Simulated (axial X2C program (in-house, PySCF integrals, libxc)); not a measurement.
# A two-component session on HfN⁻: properties at the nuclei

Wanted for HfN⁻: properties at the nuclei, at the two-component level.

Method: two-component X2C with atomic mean-field terms, Hf dyall-acv3z, N dyall-av3z; program: an in-house X2C program for linear molecules on PySCF integrals.

All values are calculated.

### 1 Set-up

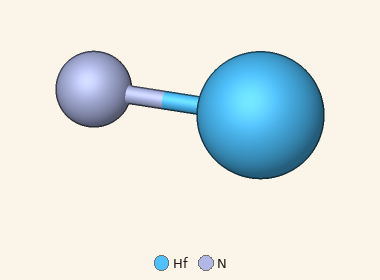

The two atoms at 1.880 Å (hafnium blue, nitrogen light blue).

task.json reads:

```json
{
 "zs": [
  72,
  7
 ],
 "q": -1,
 "bas": [
  "dyall-acv3z",
  "dyall-av3z"
 ],
 "r0": 1.88,
 "levels": [
  "PBE0",
  "HF",
  "PBE",
  "r2SCAN",
  "BP86"
 ],
 "nst": 3
}
```

Keys: zs atomic numbers; q charge; bas basis sets; r0 starting distance in Å; levels methods (HF also brings MP2); nst determinants followed.

Command:

```
$ python soeom.py task.json out
```

Nuclei are Gaussian, cores are contracted, and the Gaunt term is on.

### 2 Expectation values, lowest determinant

R = 1.731 Å. State: Ω = 0 (closed shell).

Output of the PBE0 run:

```text
two-component X2C + atomic mean field  PBE0
basis functions 251  fitting functions 1256  grid points 5074
iter        total energy     max residual
   1     -15131.209046955     8.44e-06
   2     -15131.209046956     1.95e-05
   3     -15131.209046960     6.39e-06
   4     -15131.209046961     4.38e-06
converged
one-electron -21079.84600747  Coulomb 6126.94447638  exact exchange -78.57954383  xc functional -241.09041563  nuclear repulsion 154.07586037  atomic mean-field constant -12.71341680
```

The highest occupied spinor is 59% Hf s, 16% Hf d, 10% N p.

```
 level  qzz Hf (a.u.)  qzz N (a.u.)
  PBE0          -7.98         -0.48
    HF          -6.57         -0.67
   PBE          -8.56         -0.42
r2SCAN          -8.17         -0.45
  BP86          -8.66         -0.43
```

Eeff is the effective electric field on the electron dipole moment in this Ω state and Ws the scalar–pseudoscalar constant (defined with the proton number Z and per Ω); A∥ is the parallel hyperfine constant, which follows by multiplying with the nuclear g factor gI = μI/(I μN); qzz is the electric field gradient, eQq0 = 234.96 MHz × Q/barn × qzz. The operators were transformed with the bare-nucleus X2C matrices.

### 3 Expectation values, a higher determinant

R = 1.731 Å. State: Ω = 2 (excess of +ω over −ω: ω = 1/2, ω = 3/2), 1.48 eV above the lowest in the PBE0 search for states (made at or near this distance, with looser thresholds).

Output of the PBE0 run:

```text
two-component X2C + atomic mean field  PBE0
basis functions 251  fitting functions 1256  grid points 5074
iter        total energy     max residual
   1     -15131.154567955     6.98e-06
   2     -15131.154567971     8.76e-06
   3     -15131.154567975     4.56e-06
   4     -15131.154567979     6.41e-06
   5     -15131.154567982     4.21e-06
   6     -15131.154567986     8.87e-07
   7     -15131.154567986     5.53e-07
converged
one-electron -21075.58476411  Coulomb 6122.71363416  exact exchange -78.57968447  xc functional -241.06619714  nuclear repulsion 154.07586037  atomic mean-field constant -12.71341680
```

The highest occupied spinor is 73% Hf p, 17% Hf d, 10% N p.

```
 level  Eeff magnitude (GV/cm)  Ws magnitude Hf (kHz)  A∥/gI Hf (MHz)  qzz Hf (a.u.)  A∥/gI N (MHz)  qzz N (a.u.)
  PBE0                      30                   14.1            2160          -6.08           8.46         -0.52
    HF                    42.4                   19.7            1710          -4.27          -25.7         -0.64
   PBE                    25.3                   12.1            2070          -6.88             11         -0.42
r2SCAN                    29.4                   13.9            2140          -6.23           10.3         -0.47
  BP86                    25.3                     12            2170          -6.95             12         -0.43
```

### 4 Expectation values, a higher determinant

R = 1.731 Å. State: Ω = 1 (excess of +ω over −ω: ω = -1/2, ω = 3/2), 1.53 eV above the lowest in the PBE0 search for states (made at or near this distance, with looser thresholds).

Output of the PBE0 run:

```text
two-component X2C + atomic mean field  PBE0
basis functions 251  fitting functions 1256  grid points 5074
iter        total energy     max residual
   1     -15131.152840050     1.06e-05
   2     -15131.152839899     5.00e-05
   3     -15131.152840056     1.13e-05
   4     -15131.152840064     6.06e-06
   5     -15131.152840065     4.71e-06
converged
one-electron -21078.82134637  Coulomb 6125.98653658  exact exchange -78.58015419  xc functional -241.10031966  nuclear repulsion 154.07586037  atomic mean-field constant -12.71341680
```

The highest occupied spinor is 63% Hf d, 33% Hf p, 2% N d.

```
 level  Eeff magnitude (GV/cm)  Ws magnitude Hf (kHz)  A∥/gI Hf (MHz)  qzz Hf (a.u.)  A∥/gI N (MHz)  qzz N (a.u.)
  PBE0                    30.3                   26.5           -2450          -4.53          -19.9         -0.31
    HF                    53.5                   48.9           -4050          -5.78           56.9         -0.52
   PBE                    24.3                   20.9           -2330          -5.33            -25         -0.21
r2SCAN                    27.5                   24.2           -2530          -4.75          -22.3         -0.25
  BP86                    24.2                     21           -2440          -5.32          -25.8         -0.22
```

### 5 Outcome

| quantity | value |
| --- | --- |
| lowest determinant | Ω = 0 (closed shell) |
| qzz Hf (a.u.), PBE0 | -7.98 |
| qzz N (a.u.), PBE0 | -0.48 |
| higher determinant | Ω = 2 (excess of +ω over −ω: ω = 1/2, ω = 3/2) |
| Eeff magnitude (GV/cm), PBE0, higher determinant | 30 |
| Ws magnitude Hf (kHz), PBE0, higher determinant | 14.1 |
| A∥/gI Hf (MHz), PBE0, higher determinant | 2160 |
| qzz Hf (a.u.), PBE0, higher determinant | -6.08 |
| higher determinant | Ω = 1 (excess of +ω over −ω: ω = -1/2, ω = 3/2) |
| Eeff magnitude (GV/cm), PBE0, higher determinant | 30.3 |
| Ws magnitude Hf (kHz), PBE0, higher determinant | 26.5 |
| A∥/gI Hf (MHz), PBE0, higher determinant | -2450 |
| qzz Hf (a.u.), PBE0, higher determinant | -4.53 |

The expectation values come from single determinants, which for open shells can mix terms of unlike spin or miss the lowest Ω, so a determinant need not be a state. Eeff is the effective electric field on the electron dipole moment in this Ω state and Ws the scalar–pseudoscalar constant (defined with the proton number Z and per Ω); A∥ is the parallel hyperfine constant, which follows by multiplying with the nuclear g factor gI = μI/(I μN); qzz is the electric field gradient, eQq0 = 234.96 MHz × Q/barn × qzz. The operators were transformed with the bare-nucleus X2C matrices.
